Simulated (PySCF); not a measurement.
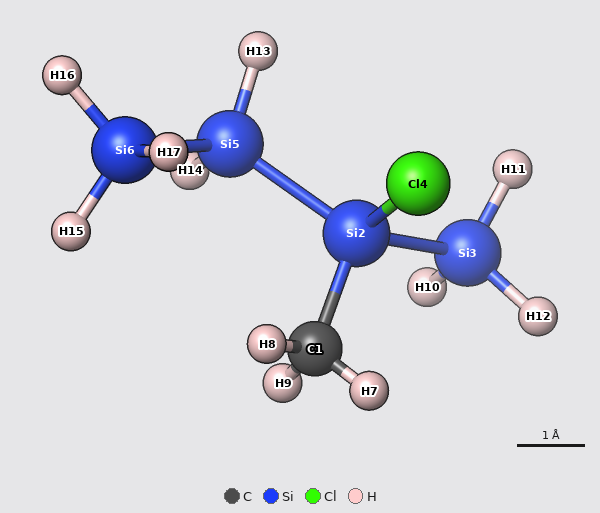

The structure as given in the input (ball-and-stick view, seen at a tilt; atoms are numbered from 1 in the order of the input).

**Run report: CH11ClSi4, NMR shielding calculation**

- system: CH11ClSi4, SMILES C[Si@]([SiH3])(Cl)[SiH2][SiH3]
- method: GIAO PBE0/pcSseg-1 NMR shielding, non-relativistic, gas phase (PySCF 2.14.0)

The geometry comes from this level: GFN2-xTB. Figures and captions count atoms from 1; the log counts them from 0 in places.

**The input**
```
{"job": {"kind": "nmr", "xc": "PBE0", "basis": "pcSseg-1"}, "charge": 0, "multiplicity": 1}
C     -0.830922     1.170364    -1.222716
Si    -0.694472     0.290563     0.473686
Si    -2.833213    -0.395183     1.122702
Cl    -0.117950     1.815825     1.772362
Si     1.161841    -1.133929     0.350034
Si     3.092032    -0.190906    -0.536284
H     -1.544669     1.989540    -1.193637
H      0.124477     1.585066    -1.536167
H     -1.157807     0.477776    -1.993097
H     -3.277781    -1.481159     0.242497
H     -2.865928    -0.912741     2.492917
H     -3.861316     0.649561     1.045942
H      1.428556    -1.698161     1.683999
H      0.745686    -2.308934    -0.437707
H      3.021837    -0.103644    -1.999746
H      4.325243    -0.920066    -0.225950
H      3.277389     1.178058    -0.048745
```

The first line tells a small driver script what to run in PySCF; the rest is the geometry in Å.

Hardware: 1 CPU thread, shared host.

Launch command:
```bash
OMP_NUM_THREADS=1 python <driver script> task.json out
```

**Output**
```
coarse grid: 16032 points
cycle   1  E = -1662.1096746007  dE = -4.014e-02  |g| = 3.885e-01  |ddm| = 3.607e+00
cycle   2  E = -1662.0982641721  dE =  1.141e-02  |g| = 4.419e-01  |ddm| = 8.758e-01
cycle   3  E = -1662.1504246649  dE = -5.216e-02  |g| = 2.916e-02  |ddm| = 5.160e-01
cycle   4  E = -1662.1506464345  dE = -2.218e-04  |g| = 1.186e-02  |ddm| = 6.056e-02
cycle   5  E = -1662.1506923501  dE = -4.592e-05  |g| = 2.298e-03  |ddm| = 2.212e-02
cycle   6  E = -1662.1506937521  dE = -1.402e-06  |g| = 5.623e-04  |ddm| = 4.223e-03
final grid: 129752 points
cycle   7  E = -1662.1811365566  dE = -2.090e-05  |g| = 5.800e-03  |ddm| = 1.832e-02
cycle   8  E = -1662.1811333044  dE =  3.252e-06  |g| = 6.344e-03  |ddm| = 1.113e-02
cycle   9  E = -1662.1811436876  dE = -1.038e-05  |g| = 6.728e-04  |ddm| = 6.592e-03
cycle  10  E = -1662.1811437844  dE = -9.685e-08  |g| = 1.234e-04  |ddm| = 9.511e-04
cycle  11  E = -1662.1811437886  dE = -4.144e-09  |g| = 2.663e-05  |ddm| = 2.281e-04
cycle  12  E = -1662.1811437887  dE = -1.710e-10  |g| = 7.642e-06  |ddm| = 4.738e-05
```

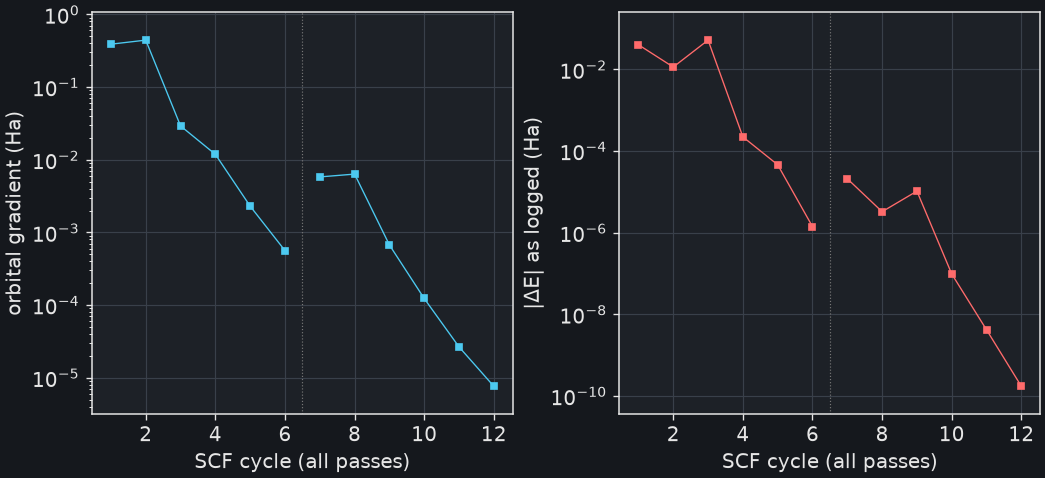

Convergence of the self-consistent field: orbital gradient and size of the energy change against the SCF cycle. The dotted line marks the change from a coarse to the final integration grid. The first 6 cycles use a coarse grid, the final grid takes over at cycle 7, and the field converges after 12 cycles in all.

```
converged SCF energy = -1662.1811437887

GIAO shielding tensors (ppm)
atom      isotropic    diamagn.    paramagn.     s11        s22        s33       span
  0 C      178.846     255.437     -76.591    165.374    182.063    189.100     23.725
  1 Si     333.437     879.444    -546.006    292.774    311.678    395.859    103.085
  2 Si     454.267     879.591    -425.324    429.693    450.444    482.664     52.972
  3 Cl     979.239    1149.963    -170.724    935.882    964.091   1037.743    101.861
  4 Si     466.775     881.511    -414.736    445.390    467.904    487.031     41.642
  5 Si     468.096     879.982    -411.886    453.569    469.479    481.241     27.672
  6 H       30.808      30.805       0.003     26.580     28.383     37.461     10.882
  7 H       30.852      32.729      -1.877     26.114     29.888     36.555     10.441
  8 H       31.513      32.299      -0.786     27.896     28.073     38.570     10.674
  9 H       28.228      28.794      -0.566     24.626     26.165     33.893      9.267
 10 H       28.036      28.509      -0.473     24.476     26.022     33.611      9.135
 11 H       27.934      28.467      -0.533     24.475     25.954     33.373      8.898
 12 H       28.157      29.755      -1.598     24.131     26.322     34.017      9.886
 13 H       28.323      30.061      -1.737     24.351     26.374     34.245      9.894
 14 H       28.135      29.268      -1.133     24.404     26.370     33.631      9.227
 15 H       28.061      28.340      -0.279     24.363     25.274     34.545     10.182
 16 H       28.007      29.328      -1.321     23.851     27.492     32.679      8.828
```

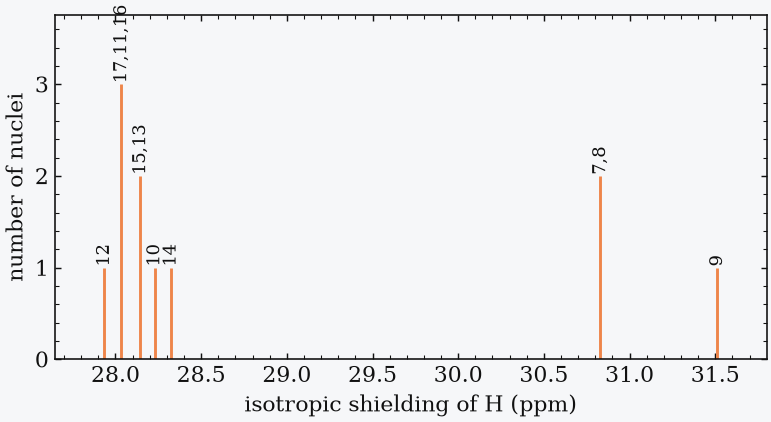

Isotropic shieldings of the hydrogen nuclei in this fixed geometry, labelled by atom number; shielding grows to the right, so chemical shift grows to the left. The least shielded is H12 (27.9 ppm), the most shielded H9 (31.5 ppm).

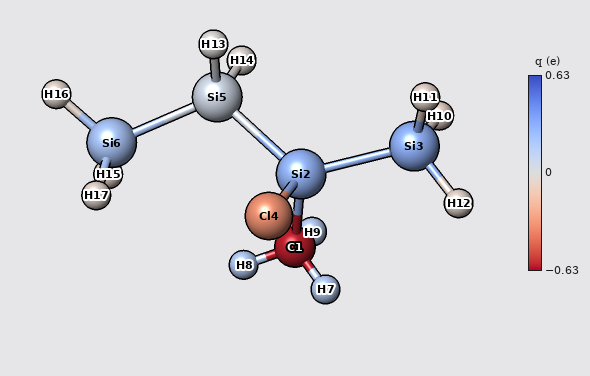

Mulliken charges, as the colour of each atom (ball-and-stick view, seen at a tilt; atoms are numbered from 1 in the order of the input). By element: C −0.60, Si +0.05 to +0.29, Cl −0.33 and H −0.06 to +0.16 e.

**Summary**

```csv
quantity,value
outcome,converged
total energy,−1662.181144 hartree
HOMO,−7.90 eV
LUMO,−1.21 eV
dipole moment,1.80 D
"isotropic shielding, C",178.8 ppm
"isotropic shielding, Si",333.4 to 468.1 ppm
"isotropic shielding, Cl",979.2 ppm
"isotropic shielding, H",27.9 to 31.5 ppm
wall time,59 s
peak memory,0.86 GiB
```
